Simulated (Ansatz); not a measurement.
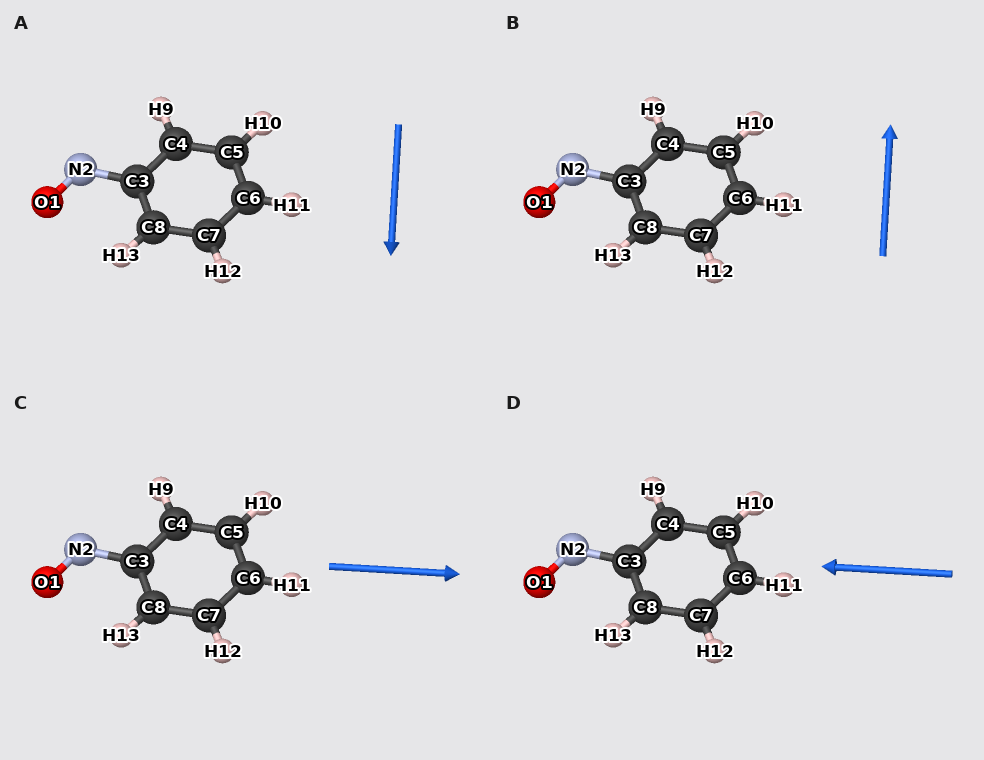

The same molecule four times, each with an arrow. Computed geometry: PBE-D4/def2-SVP optimisation. No frequency run is at hand to confirm it as a minimum. Method: RKS PBE-D4/def2-SVP (Ansatz 0.2.0).

Question: Which arrow points along the dipole moment, from the negative to the positive end?

Answer: C. The dipole moment is 3.65 D; it points from the side of O1 to the side of H11 (the outermost atoms at the two ends).
